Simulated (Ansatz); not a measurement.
# AlFH2S (built from SMILES [F][AlH][SH]): functionals against CCSD(T) at one geometry

The atoms stand at a displaced guess of a reacting structure. How far do the functionals agree with CCSD(T) there?

Method: single points in def2-TZVPP; program: Ansatz 0.2.0, Gaussian basis.

Correlated methods freeze the cores.

### 1 The starting structure

5 atoms, charge 0, spin multiplicity 1.

Atoms are counted from 1 here; the program's logs count them from 0.

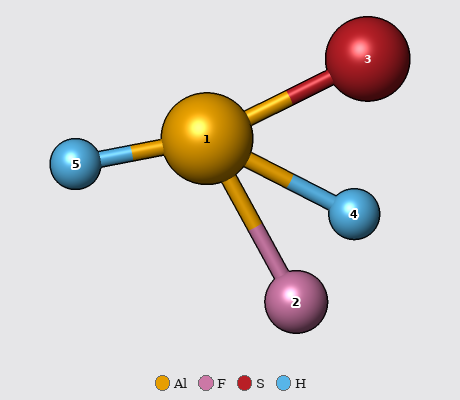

As it starts; aluminium amber, fluorine pink, sulfur red, hydrogen blue; atoms are numbered from 1 in the order of the file.

Geometry (Å):

```
Al   -0.6411   -0.2965    0.2129
F     1.3163    0.5220    0.5276
S    -0.3297    0.0048   -1.8174
H     0.8984    0.4866   -0.6070
H    -1.2071   -0.7233    1.5855
```

### 2 CCSD(T)/def2-TZVPP

Input file run/in.yaml:

```yaml
crystal:
  periodic: [false, false, false]
  atoms:
    - {symbol: Al, position_ang: [-0.641100, -0.296500, 0.212900]}
    - {symbol: F, position_ang: [1.316300, 0.522000, 0.527600]}
    - {symbol: S, position_ang: [-0.329700, 0.004800, -1.817400]}
    - {symbol: H, position_ang: [0.898400, 0.486600, -0.607000]}
    - {symbol: H, position_ang: [-1.207100, -0.723300, 1.585500]}
basis:
  gaussian: {orbitals: def2-TZVPP}
correlation: {method: ccsd_t}
output: {forces: true}
```

No record of the launch command was kept for these runs.

Log, shortened:

```text
Functional definition: HF
  name "HF"
  cite "Fock, Z. Phys. 61, 126 (1930) doi:10.1007/BF01340294"
  parent pbe
[...]
859 factors; integrals over basis functions are off by at most 1.1e-3 eV
[...]
mean field -20139.86636343 eV, -740.1264375642 hartree, gradient 2.0e-6 eV, S^2 0.000000; 0 other end points of the search recorded, 0 dependent functions left out
11 core orbitals not correlated: weight in the atoms' cores, before any rotation towards them, 1.000 or more for the frozen orbitals, at most 0.000 for the correlated occupied ones
reference -20139.86636343 eV, -740.1264375642 hartree; 9, 9 occupied and 123, 123 virtual orbitals, 859 factors
second order -14.49734817 eV of doubles, -0.00000000 eV of singles
cycle   1  -14.53359498 eV  change   -3.6e-2 eV  update   9.8e-2
[...]
cycle  11  -14.99807659 eV  change    1.2e-5 eV  update   6.2e-6
perturbative correction -0.64264422 eV, -0.0236167396 hartree
[...]
Total energy: -20155.50708424 eV, -740.7012234523 hartree
Atom 0 at    -0.641100    -0.296500     0.212900 Å, force     1.272336     0.396264     0.326439 eV/Å
Atom 1 at     1.316300     0.522000     0.527600 Å, force    -2.035020    -0.630723    -1.291946 eV/Å
Atom 2 at    -0.329700     0.004800    -1.817400 Å, force     0.448481     0.244154     0.763562 eV/Å
Atom 3 at     0.898400     0.486600    -0.607000 Å, force     0.502408     0.045731     0.087463 eV/Å
Atom 4 at    -1.207100    -0.723300     1.585500 Å, force    -0.188205    -0.055426     0.114482 eV/Å
Dipole moment:    -0.380104    -0.174845     0.402142 e Å
```

It took 48 s on 4 threads, shared host; peak memory 1.4 GiB.

### 3 PBE0-D4/def2-TZVPP

run/in.yaml, as its differences from that of step 2:

```diff
@@ -10,3 +10,3 @@
   gaussian: {orbitals: def2-TZVPP}
-correlation: {method: ccsd_t}
-output: {forces: true}
+hamiltonian: {xc: pbe0, dispersion: d4}
+output: {forces: true, orbitals: {seedname: orbitals}}
```

The log in run was not kept; the run's report gives a total energy of -20174.960851 eV.

It took 1.7 s on 4 threads, shared host; peak memory 0.26 GiB.

### 4 wB97M-V/def2-TZVPP

run/in.yaml, as its differences from that of step 3:

```diff
@@ -10,3 +10,3 @@
   gaussian: {orbitals: def2-TZVPP}
-hamiltonian: {xc: pbe0, dispersion: d4}
-output: {forces: true, orbitals: {seedname: orbitals}}
+hamiltonian: {xc: {name: wB97M-V}}
+output: {forces: true}
```

The log in run was not kept; the run's report gives a total energy of -20182.597301 eV.

Wall time 5.5 s (4 threads, shared host); peak memory 0.32 GiB.

### 5 r2SCAN-D4/def2-TZVPP

run/in.yaml, as its differences from that of step 4:

```diff
@@ -10,3 +10,3 @@
   gaussian: {orbitals: def2-TZVPP}
-hamiltonian: {xc: {name: wB97M-V}}
+hamiltonian: {xc: r2scan, dispersion: d4}
 output: {forces: true}
```

Log, shortened:

```text
Functional definition: r2SCAN
  name "r2SCAN"
  cite "Furness, Kaplan, Ning, Perdew & Sun, J. Phys. Chem. Lett. 11, 8208 (2020) doi:10.1021/acs.jpclett.0c02405"
  cite "Furness, Kaplan, Ning, Perdew & Sun, J. Phys. Chem. Lett. 11, 9248 (2020) doi:10.1021/acs.jpclett.0c03077"
  parent r2scan
[...]
827 factors; their error is unknown
[...]
mean field -20181.92514982 eV, -741.6720694559 hartree, gradient 1.6e-5 eV, S^2 0.000000; 0 other end points of the search recorded, 0 dependent functions left out
[...]
reference -20181.92516050 eV, -741.6720698482 hartree; 20, 20 occupied and 123, 123 virtual orbitals, 827 factors
Total energy: -20181.94249503 eV, -741.6727068803 hartree
Atom 0 at    -0.641100    -0.296500     0.212900 Å, force     1.342425     0.456787     0.055632 eV/Å
Atom 1 at     1.316300     0.522000     0.527600 Å, force    -1.881542    -0.608532    -0.966627 eV/Å
Atom 2 at    -0.329700     0.004800    -1.817400 Å, force     0.370025     0.194704     0.893567 eV/Å
Atom 3 at     0.898400     0.486600    -0.607000 Å, force     0.361783     0.020515    -0.133372 eV/Å
Atom 4 at    -1.207100    -0.723300     1.585500 Å, force    -0.192692    -0.063474     0.150799 eV/Å
Dipole moment:    -0.364854    -0.170013     0.410544 e Å
```

Wall time 2.7 s (4 threads, shared host); peak memory 0.17 GiB.

### 6 PBE-D4/def2-TZVPP

run/in.yaml, as its differences from that of step 5:

```diff
@@ -10,3 +10,3 @@
   gaussian: {orbitals: def2-TZVPP}
-hamiltonian: {xc: r2scan, dispersion: d4}
+hamiltonian: {xc: pbe, dispersion: d4}
 output: {forces: true}
```

Log, shortened:

```text
Functional definition: PBE
  name "PBE"
  cite "Perdew, Burke & Ernzerhof, Phys. Rev. Lett. 77, 3865 (1996) doi:10.1103/PhysRevLett.77.3865"
[... 1 set-up line as earlier in the session ...]
[...]
827 factors; their error is unknown
[...]
mean field -20173.64694124 eV, -741.3678509016 hartree, gradient 2.1e-5 eV, S^2 0.000000; 0 other end points of the search recorded, 0 dependent functions left out
[...]
reference -20173.64697640 eV, -741.3678521936 hartree; 20, 20 occupied and 123, 123 virtual orbitals, 827 factors
Total energy: -20173.72720136 eV, -741.3708004065 hartree
Atom 0 at    -0.641100    -0.296500     0.212900 Å, force     1.148920     0.380946     0.138817 eV/Å
Atom 1 at     1.316300     0.522000     0.527600 Å, force    -1.606555    -0.519702    -0.748128 eV/Å
Atom 2 at    -0.329700     0.004800    -1.817400 Å, force     0.347062     0.205806     0.553936 eV/Å
Atom 3 at     0.898400     0.486600    -0.607000 Å, force     0.359285     0.043855    -0.248374 eV/Å
Atom 4 at    -1.207100    -0.723300     1.585500 Å, force    -0.248713    -0.110906     0.303749 eV/Å
Dipole moment:    -0.351324    -0.163281     0.376016 e Å
```

Run time: 1.3 s. Hardware: 4 threads, shared host; peak memory 0.15 GiB.

### 7 B97M-V/def2-TZVPP

run/in.yaml, as its differences from that of step 6:

```diff
@@ -10,3 +10,3 @@
   gaussian: {orbitals: def2-TZVPP}
-hamiltonian: {xc: pbe, dispersion: d4}
+hamiltonian: {xc: {name: B97M-V}}
 output: {forces: true}
```

The log in run was not kept; the run's report gives a total energy of -20179.084194 eV.

It took 4.6 s on 4 threads, shared host; peak memory 0.21 GiB.

### 8 BHLYP-D4/def2-TZVPP

run/in.yaml, as its differences from that of step 7:

```diff
@@ -10,3 +10,3 @@
   gaussian: {orbitals: def2-TZVPP}
-hamiltonian: {xc: {name: B97M-V}}
+hamiltonian: {xc: {name: BHLYP}, dispersion: d4}
 output: {forces: true}
```

The log in run was not kept; the run's report gives a total energy of -20183.254491 eV.

Wall time 1.6 s (4 threads, shared host); peak memory 0.27 GiB.

### 9 The levels compared

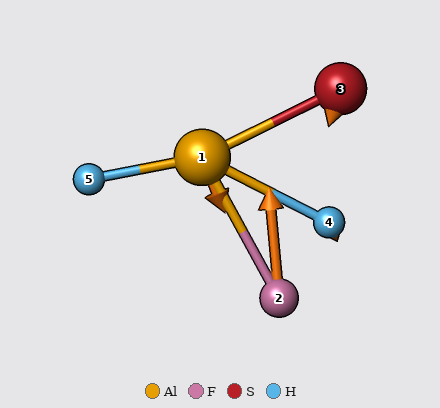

Forces at CCSD(T); the longest arrow is 2.49 eV/Å.

```tsv
method	RMS force component (eV/Å)	RMS error against CCSD(T) (eV/Å)	angle to CCSD(T) forces (°)	dipole (D)
CCSD(T)	0.785	reference	reference	2.79
PBE0-D4	0.775	0.121	8.9	2.85
wB97M-V	0.779	0.117	8.5	2.88
r2SCAN-D4	0.732	0.143	10.1	2.76
PBE-D4	0.618	0.227	12.6	2.59
B97M-V	0.764	0.159	11.6	2.62
BHLYP-D4	0.877	0.183	11.0	3.04
```

Energy less the free neutral atoms in their ground states at the same level (atoms from separate runs):

Differences are taken before rounding.

```tsv
method	rung	energy less atoms (kcal/mol)	from CCSD(T) (kcal/mol)
PBE-D4	GGA	-336.6	-20.7
r2SCAN-D4	meta-GGA	-333.1	-17.2
B97M-V	meta-GGA	-333.7	-17.7
PBE0-D4	hybrid	-323.3	-7.3
BHLYP-D4	hybrid	-306.8	+9.1
wB97M-V	range-separated hybrid	-329.5	-13.6
Hartree-Fock	wavefunction	-212.5	+103.5
MP2	wavefunction	-327.2	-11.3
CCSD	wavefunction	-307.0	+9.0
CCSD(T)	wavefunction	-316.0	0
```

What each level took, beside its miss in the forces (shared host):

```tsv
method	time	RMS force error (eV/Å)
CCSD(T)	48 s	0
PBE0-D4	1.7 s	0.121
wB97M-V	5.5 s	0.117
r2SCAN-D4	2.7 s	0.143
PBE-D4	1.3 s	0.227
B97M-V	4.6 s	0.159
BHLYP-D4	1.6 s	0.183
```

### 10 What came out

```
                                  quantity                                                                                           value
energy less free atoms, CCSD(T)/def2-TZVPP                                                                                 -316.0 kcal/mol
                       RMS force component                                                            0.618 to 0.877 eV/Å over the methods
                           RMS force error  PBE0-D4 0.121, wB97M-V 0.117, r2SCAN-D4 0.143, PBE-D4 0.227, B97M-V 0.159, BHLYP-D4 0.183 eV/Å
                    HOMO and LUMO, PBE0-D4                                                                              -7.62 and -1.64 eV
                             T1 diagnostic                                                                                           0.015
```

Against CCSD(T) the functionals' energies less atoms differ by -20.7 to +9.1 kcal/mol, PBE-D4 by -20.7 kcal/mol. CCSD(T) in triple zeta still lacks some correlation energy of the bonds, so part of these gaps is its own basis error and they don't rank the functionals. On forces the order runs from wB97M-V to PBE-D4. Frozen-core CCSD(T) forces in triple zeta carry basis errors of their own, and this is one geometry, so small gaps rank nothing.
